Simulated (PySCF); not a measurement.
# C₈H₇NS: excited states, first hyperpolarisability

Wanted: excited states, first hyperpolarisability for C₈H₇NS (`C#Cc1ccc(C=S)n1C`).

Programs: PySCF 2.14.0, with routines of our own; each step states its level. All values are computed. Atoms count from 0.

## 1. The system as given

17 atoms, charge 0, multiplicity 1; geometry from: GFN2-xTB.

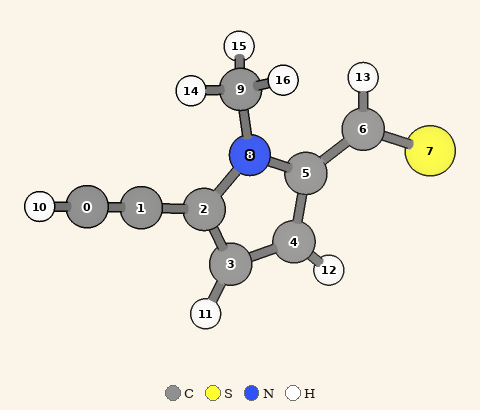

The starting geometry (carbon grey, sulfur yellow, nitrogen blue, hydrogen white).

## 2. Geometry optimisation at PBE0-D3(BJ)/def2-SVP

Job settings and geometry (Å):

```
{"job": {"xc": "PBE0", "basis": "def2-SVP", "d3": "d3bj", "grid": 2, "kind": "geom"}, "charge": 0, "multiplicity": 1}
C      2.407090     0.445726     2.445049
C      1.654930     0.536443     1.510998
C      0.785919     0.652974     0.418480
C      0.689107     1.706337    -0.493499
C     -0.305562     1.373700    -1.394549
C     -0.812844     0.118337    -1.029290
C     -1.833757    -0.627982    -1.645971
S     -2.660392    -0.137168    -2.973818
N     -0.123537    -0.297906     0.086156
C     -0.320873    -1.532661     0.791936
H      3.068256     0.378934     3.256526
H      1.285731     2.596538    -0.477471
H     -0.649443     1.948044    -2.231347
H     -2.090706    -1.591130    -1.214362
H      0.375525    -1.572402     1.628860
H     -0.135375    -2.386145     0.136098
H     -1.341065    -1.599608     1.176294
```

The run is started by

```console
> OMP_NUM_THREADS=1 python excited_run.py task.json out
```

One launch serves the whole session: the jobs run in the order shown.

The program printed:

```text
step   0  E = -760.98063171  max force = 0.016698
step   1  E = -760.98325483  max force = 0.002869
step   2  E = -760.98314099  max force = 0.003043
step   3  E = -760.98328515  max force = 0.000950
step   4  E = -760.98330029  max force = 0.000714
step   5  E = -760.98330202  max force = 0.000314
optimisation converged
```

Wall time 96 s (1 thread of Arm Neoverse V2, shared host); peak memory 0.84 GiB.

Relaxation path: (the energy doesn't fall at every step)

```csv
step,energy from step 0 (eV),largest force component (eV/Å)
0,0.0000,0.8586
1,-0.0714,0.1475
2,-0.0683,0.1565
3,-0.0722,0.0489
4,-0.0726,0.0367
5,-0.0727,0.0161
```

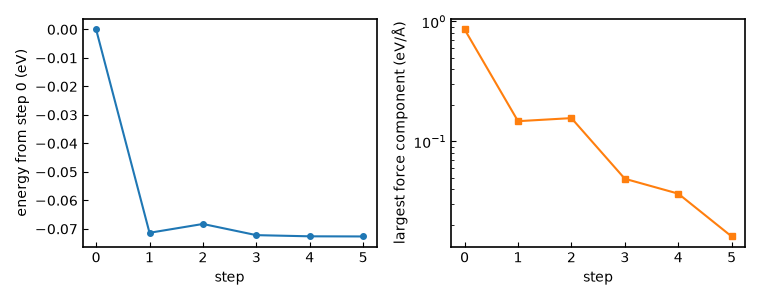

Energy and force, step by step.

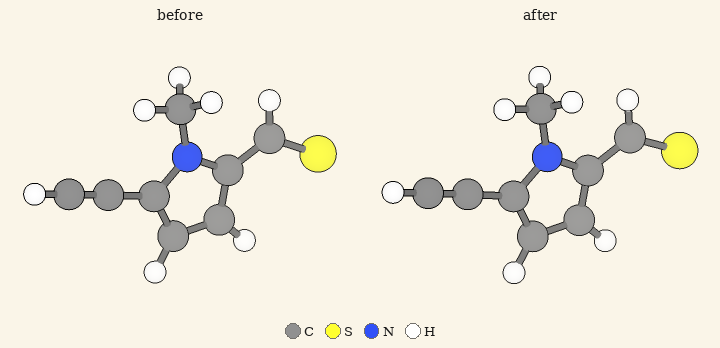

Before and after, at one scale.

Distances of close pairs at the start and the end, largest changes first:

```csv
bond,before (Å),after (Å),change (Å)
C0–H10,1.049,1.075,+0.026
C5–C6,1.407,1.428,+0.021
C4–H12,1.072,1.088,+0.016
C3–H11,1.072,1.087,+0.015
C6–H13,1.086,1.101,+0.015
C1–C2,1.401,1.414,+0.013
C0–C1,1.203,1.215,+0.012
C2–N8,1.357,1.368,+0.011
```

The next job starts from the end point, and lists it.

```csv
at the end point,value
point group (found at 0.08 Å tolerance),Cs
"rotational constants (GHz, main isotopes)","3.356, 0.619, 0.524"
dipole moment (D),4.45
```

## 3. Excited states: TDA CAM-B3LYP/aug-cc-pVDZ

Job settings and geometry (Å):

```
{"job": {"kind": "states", "xc": "CAM-B3LYP", "basis": "aug-cc-pVDZ", "tda": true, "soc": true, "nstates": 6, "ntriplets": 5, "nquad": 4}, "charge": 0, "multiplicity": 1}
C      1.978569     0.348450     2.434194
C      1.225001     0.449781     1.486544
C      0.357184     0.587322     0.379313
C      0.259862     1.647524    -0.535313
C     -0.742269     1.317436    -1.444252
C     -1.252350     0.061083    -1.083504
C     -2.287094    -0.707709    -1.698492
S     -3.152822    -0.284617    -3.019789
N     -0.562997    -0.364490     0.035574
C     -0.769311    -1.608100     0.737414
H      2.646985     0.262834     3.271161
H      0.871217     2.546018    -0.508173
H     -1.102243     1.891722    -2.294933
H     -2.499997    -1.673555    -1.213957
H     -0.068966    -1.651739     1.580296
H     -0.580031    -2.468087     0.078516
H     -1.794906    -1.673614     1.129092
```

Method: TDA CAM-B3LYP/aug-cc-pVDZ excited states, vertical, gas phase, spin-orbit mean-field couplings.

The program printed:

```text
coarse grid: 15720 points
cycle   1  E = -761.6396523531  dE =  2.121e+00  |g| = 4.974e-01  |ddm| = 5.526e+01
cycle   2  E = -761.5834225840  dE =  5.623e-02  |g| = 7.254e-01  |ddm| = 6.443e+00
cycle   3  E = -761.7264338842  dE = -1.430e-01  |g| = 8.535e-02  |ddm| = 3.222e+00
cycle   4  E = -761.7279155498  dE = -1.482e-03  |g| = 5.606e-02  |ddm| = 8.805e-01
cycle   5  E = -761.7287012792  dE = -7.857e-04  |g| = 1.913e-02  |ddm| = 3.441e-01
cycle   6  E = -761.7288008266  dE = -9.955e-05  |g| = 6.521e-03  |ddm| = 1.623e-01
cycle   7  E = -761.7288157914  dE = -1.496e-05  |g| = 2.710e-03  |ddm| = 5.179e-02
cycle   8  E = -761.7288202761  dE = -4.485e-06  |g| = 1.096e-03  |ddm| = 3.035e-02
final grid: 150008 points
cycle   9  E = -761.7613420117  dE = -2.581e-05  |g| = 3.716e-03  |ddm| = 5.207e-01
cycle  10  E = -761.7613419434  dE =  6.829e-08  |g| = 4.093e-03  |ddm| = 8.343e-02
cycle  11  E = -761.7613461651  dE = -4.222e-06  |g| = 8.607e-04  |ddm| = 2.368e-02
cycle  12  E = -761.7613463527  dE = -1.876e-07  |g| = 3.263e-04  |ddm| = 6.146e-03
cycle  13  E = -761.7613463850  dE = -3.231e-08  |g| = 1.530e-04  |ddm| = 2.703e-03
cycle  14  E = -761.7613463930  dE = -8.008e-09  |g| = 4.540e-05  |ddm| = 1.241e-03
cycle  15  E = -761.7613463940  dE = -1.076e-09  |g| = 2.732e-05  |ddm| = 4.595e-04
cycle  16  E = -761.7613463944  dE = -3.602e-10  |g| = 8.663e-06  |ddm| = 2.377e-04
converged SCF energy = -761.7613463944

Singlet excitations
state   eV       nm        f     d(h-e)  d(exc)  Lambda  PR(NTO)  |dmu|/D   mu/D   main configurations
  1   2.2554   549.7   0.00000   1.418   3.075   0.430   1.001    3.385    2.170   H-1->L 0.95
  2   3.8698   320.4   0.96546   1.132   3.787   0.702   1.132    2.528    6.987   H->L 0.93
  3   4.7006   263.8   0.02763   1.452   3.627   0.457   1.189    3.238    7.300   H-2->L 0.91
  4   5.3585   231.4   0.00004   1.688   3.924   0.248   1.132    6.184    2.091   H->L+5 0.31, H->L+8 0.19, H->L+3 0.12
  5   5.4139   229.0   0.00002   1.710   4.999   0.176   1.038                     H->L+1 0.81
  6   5.5661   222.7   0.19807   0.884   3.834   0.533   2.189                     H->L+4 0.60

Triplet excitations (Tamm-Dancoff)
state   eV     d(h-e)  d(exc)  Lambda  PR(NTO)   main configurations
  1   1.8231   1.378   3.021   0.427   1.003   H-1->L 0.94
  2   1.9275   0.421   3.500   0.717   1.055   H->L 0.92
  3   3.7461   0.520   3.098   0.584   1.472   H-2->L 0.47, H-3->L 0.27, H->L+4 0.13
  4   3.7790   0.541   3.205   0.580   1.647   H-2->L 0.46, H->L+4 0.23, H-3->L 0.19
  5   4.6083   0.450   3.482   0.698   1.639   H->L+4 0.43, H-5->L 0.21, H-3->L 0.16
S1 - T1 = 0.4322 eV

Spin-orbit couplings |<S|Hso|T>| (cm-1)
             T1       T2       T3       T4       T5
S0      149.216    0.078    0.288    0.119    0.021
S1        0.499  105.404   55.997   47.157   43.832
S2       92.846    0.010    0.034    0.015    0.051
S3        3.030    0.030    0.002    0.002    0.006
S4        1.429    3.042    1.618    1.913    3.393
S5        1.779    5.241    1.185    0.747    0.467
S6       15.959    0.043    0.026    0.025    0.025
T1 sublevels (cm-1): 0.000 0.000 14.550   radiative rates (1/s): 0.112 1.49e-05 1.23e+04
```

Wall time 2 min (1 thread of Arm Neoverse V2, shared host); peak memory 1.3 GiB.

Key values:

```csv
quantity,value
S1 less T1,0.43 eV
```

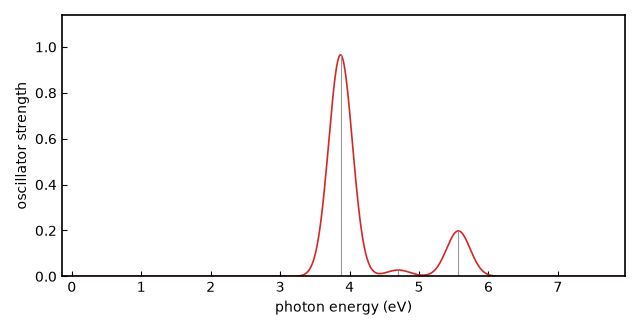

Absorption lines of the singlets. Lines are broadened to a width of 0.40 eV (Gaussian).

Orbitals, density, ELF and potential are computed afterwards from the orbital file.

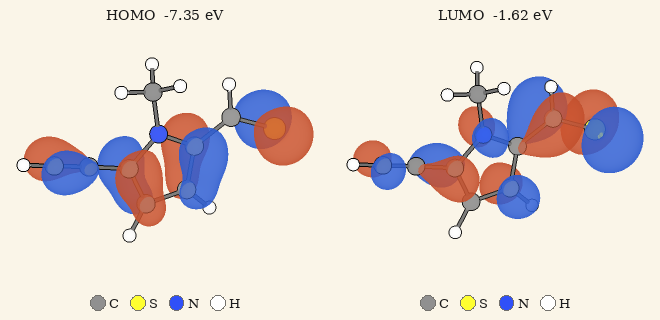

CAM-B3LYP/aug-cc-pVDZ orbitals near the gap, drawn at the value that encloses 70 % of each; the two colours are the two signs.

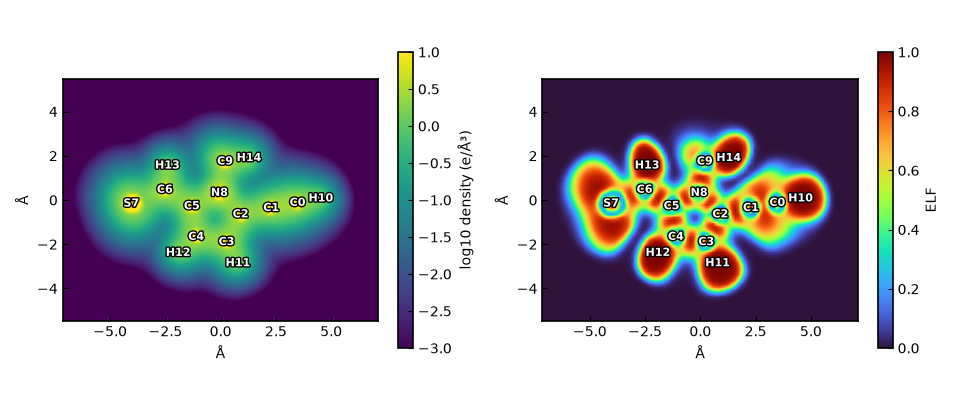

Density (left) and ELF (right) in a plane through or near 15 of the atoms.

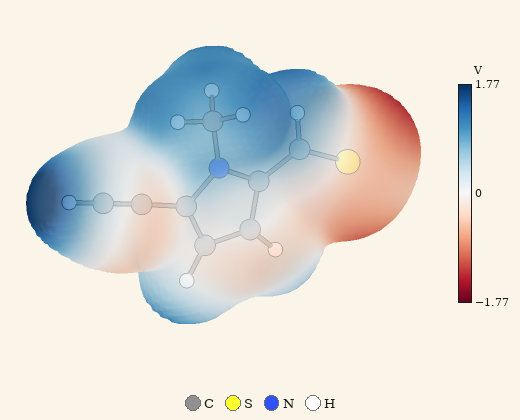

The potential that a unit positive charge feels on the 0.002 e/bohr³ surface, from -1.24 V near S7 to 1.77 V near H10.

## 4. Excited states: TDDFT CAM-B3LYP/aug-cc-pVDZ

The job, as its differences from that of step 3:

```diff
@@ -1,2 +1,2 @@
-{"job": {"kind": "states", "xc": "CAM-B3LYP", "basis": "aug-cc-pVDZ", "tda": true, "soc": true, "nstates": 6, "ntriplets": 5, "nquad": 4}, "charge": 0, "multiplicity": 1}
+{"job": {"kind": "states", "xc": "CAM-B3LYP", "basis": "aug-cc-pVDZ", "tpa": true, "nstates": 8, "nquad": 6, "ntriplets": 0}, "charge": 0, "multiplicity": 1}
 C      1.978569     0.348450     2.434194
```

Method: TDDFT CAM-B3LYP/aug-cc-pVDZ excited states, vertical, gas phase, two-photon moments by quadratic response.

The program printed:

```text
coarse grid: 15720 points
cycle   1  E = -761.6396523531  dE =  2.121e+00  |g| = 4.974e-01  |ddm| = 5.526e+01
cycle   2  E = -761.5834225840  dE =  5.623e-02  |g| = 7.254e-01  |ddm| = 6.443e+00
cycle   3  E = -761.7264338842  dE = -1.430e-01  |g| = 8.535e-02  |ddm| = 3.222e+00
cycle   4  E = -761.7279155498  dE = -1.482e-03  |g| = 5.606e-02  |ddm| = 8.805e-01
cycle   5  E = -761.7287012792  dE = -7.857e-04  |g| = 1.913e-02  |ddm| = 3.441e-01
cycle   6  E = -761.7288008266  dE = -9.955e-05  |g| = 6.521e-03  |ddm| = 1.623e-01
cycle   7  E = -761.7288157914  dE = -1.496e-05  |g| = 2.710e-03  |ddm| = 5.179e-02
cycle   8  E = -761.7288202761  dE = -4.485e-06  |g| = 1.096e-03  |ddm| = 3.035e-02
final grid: 150008 points
cycle   9  E = -761.7613420117  dE = -2.581e-05  |g| = 3.716e-03  |ddm| = 5.207e-01
cycle  10  E = -761.7613419434  dE =  6.829e-08  |g| = 4.093e-03  |ddm| = 8.343e-02
cycle  11  E = -761.7613461651  dE = -4.222e-06  |g| = 8.607e-04  |ddm| = 2.368e-02
cycle  12  E = -761.7613463527  dE = -1.876e-07  |g| = 3.263e-04  |ddm| = 6.146e-03
cycle  13  E = -761.7613463850  dE = -3.231e-08  |g| = 1.530e-04  |ddm| = 2.703e-03
cycle  14  E = -761.7613463930  dE = -8.008e-09  |g| = 4.540e-05  |ddm| = 1.241e-03
cycle  15  E = -761.7613463940  dE = -1.076e-09  |g| = 2.732e-05  |ddm| = 4.595e-04
cycle  16  E = -761.7613463944  dE = -3.602e-10  |g| = 8.663e-06  |ddm| = 2.377e-04
converged SCF energy = -761.7613463944

Singlet excitations
state   eV       nm        f     d(h-e)  d(exc)  Lambda  PR(NTO)  |dmu|/D   mu/D   delta(TPA)   sigma/GM   main configurations
  1   2.2262   556.9   0.00000   1.422   3.085   0.430   1.004    3.464    2.139        0.50      0.001   H-1->L 0.95
  2   3.5701   347.3   0.64315   1.053   3.712   0.694   1.190    2.560    6.961     1099.26      5.133   H->L 0.96
  3   4.5788   270.8   0.02819   1.480   3.594   0.453   1.171    3.575    7.627      725.87      5.575   H-2->L 0.95
  4   5.3374   232.3   0.00003   1.677   3.944   0.248   1.141    5.991    1.901        1.05      0.011   H->L+5 0.30, H->L+8 0.19, H->L+3 0.11
  5   5.3952   229.8   0.14468   0.907   3.631   0.641   1.545    2.581    2.843     3264.56     34.812   H->L+4 0.80
  6   5.4124   229.1   0.00001   1.689   4.999   0.175   1.036    6.316    4.148       34.88      0.374   H->L+1 0.81
  7   5.5624   222.9   0.00002   1.933   4.062   0.297   1.180                                            H-4->L 0.69, H-4->L+4 0.21
  8   5.6023   221.3   0.02810   2.125   4.330   0.120   1.016                                            H-1->L+1 0.42, H-1->L+2 0.21, H-1->L+3 0.10
```

Run time: 2.2 min. Hardware: 1 thread of Arm Neoverse V2, shared host; peak memory 1.3 GiB.

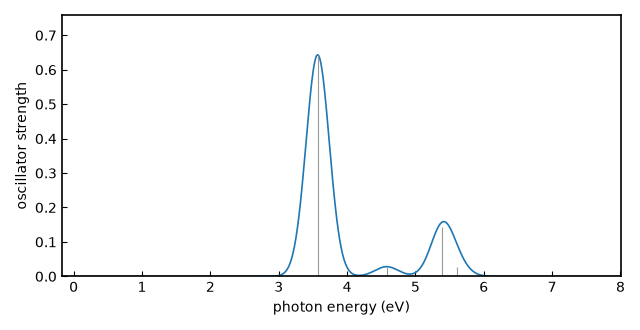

Absorption lines of the singlets. Lines are broadened to a width of 0.40 eV (Gaussian).

## 5. First hyperpolarisability: quadratic response CAM-B3LYP/aug-cc-pVDZ

The job, as its differences from that of step 4:

```diff
@@ -1,2 +1,2 @@
-{"job": {"kind": "states", "xc": "CAM-B3LYP", "basis": "aug-cc-pVDZ", "tpa": true, "nstates": 8, "nquad": 6, "ntriplets": 0}, "charge": 0, "multiplicity": 1}
+{"job": {"kind": "beta", "xc": "CAM-B3LYP", "basis": "aug-cc-pVDZ"}, "charge": 0, "multiplicity": 1}
 C      1.978569     0.348450     2.434194
```

Method: quadratic response CAM-B3LYP/aug-cc-pVDZ first hyperpolarisability, Taylor convention, gas phase.

The program printed:

```text
coarse grid: 15720 points
cycle   1  E = -761.6396523531  dE =  2.121e+00  |g| = 4.974e-01  |ddm| = 5.526e+01
cycle   2  E = -761.5834225840  dE =  5.623e-02  |g| = 7.254e-01  |ddm| = 6.443e+00
cycle   3  E = -761.7264338842  dE = -1.430e-01  |g| = 8.535e-02  |ddm| = 3.222e+00
cycle   4  E = -761.7279155498  dE = -1.482e-03  |g| = 5.606e-02  |ddm| = 8.805e-01
cycle   5  E = -761.7287012792  dE = -7.857e-04  |g| = 1.913e-02  |ddm| = 3.441e-01
cycle   6  E = -761.7288008266  dE = -9.955e-05  |g| = 6.521e-03  |ddm| = 1.623e-01
cycle   7  E = -761.7288157914  dE = -1.496e-05  |g| = 2.710e-03  |ddm| = 5.179e-02
cycle   8  E = -761.7288202761  dE = -4.485e-06  |g| = 1.096e-03  |ddm| = 3.035e-02
final grid: 150008 points
cycle   9  E = -761.7613420117  dE = -2.581e-05  |g| = 3.716e-03  |ddm| = 5.207e-01
cycle  10  E = -761.7613419434  dE =  6.829e-08  |g| = 4.093e-03  |ddm| = 8.343e-02
cycle  11  E = -761.7613461651  dE = -4.222e-06  |g| = 8.607e-04  |ddm| = 2.368e-02
cycle  12  E = -761.7613463527  dE = -1.876e-07  |g| = 3.263e-04  |ddm| = 6.146e-03
cycle  13  E = -761.7613463850  dE = -3.231e-08  |g| = 1.530e-04  |ddm| = 2.703e-03
cycle  14  E = -761.7613463930  dE = -8.008e-09  |g| = 4.540e-05  |ddm| = 1.241e-03
cycle  15  E = -761.7613463940  dE = -1.076e-09  |g| = 2.732e-05  |ddm| = 4.595e-04
cycle  16  E = -761.7613463944  dE = -3.602e-10  |g| = 8.663e-06  |ddm| = 2.377e-04
converged SCF energy = -761.7613463944

Lowest singlets (eV, f): 2.2262 0.0000  3.5701 0.6431  4.5788 0.0282

First hyperpolarisability (au)
process     nm      |vector|   parallel      HRS      DR
static         -     1659.59     733.77     715.17   4.417
shg       1907.0     2045.43     920.41     874.69   4.527
eope      1907.0     1774.81     789.34          -       -
eope      1064.0     2077.33     935.93          -       -
```

Run time: 1.8 min. Hardware: 1 thread of Arm Neoverse V2, shared host; peak memory 1.3 GiB.

Warnings kept with the result: second harmonic within 0.3 eV of the first excitation or beyond it: left out.

## 6. What came out

| quantity | value |
| --- | --- |
| point group | Cs |
| rotational constants (main isotopes) | 3.36, 0.62, 0.52 GHz |
| S1 less T1 (step 3, TDA CAM-B3LYP/aug-cc-pVDZ) | 0.43 eV |
| surface potential, least and greatest | -1.24 V and 1.77 V |
| β vector (step 5, quadratic response CAM-B3LYP/aug-cc-pVDZ) | static 1660, SHG 1907.0 nm 2045 au |

Over 5 steps the energy fell by 0.073 eV; of the close pairs, C0–H10 changed most, 1.049 to 1.075 Å. In step 3, the number of triplets below S1 is 2, and the largest singlet-triplet spin-orbit coupling is S0–T1, 149.22 cm⁻¹. At CAM-B3LYP/aug-cc-pVDZ, counted by nearest atom on the grid, the HOMO lies on S7 25 %; C2, C5 about 19 % each, the LUMO on S7 30 %; C6 24 %. β grows from 1660 au (static) to 2045 au for doubling at 1907.0 nm: normal dispersion, which grows as twice the photon energy moves toward the bright states.
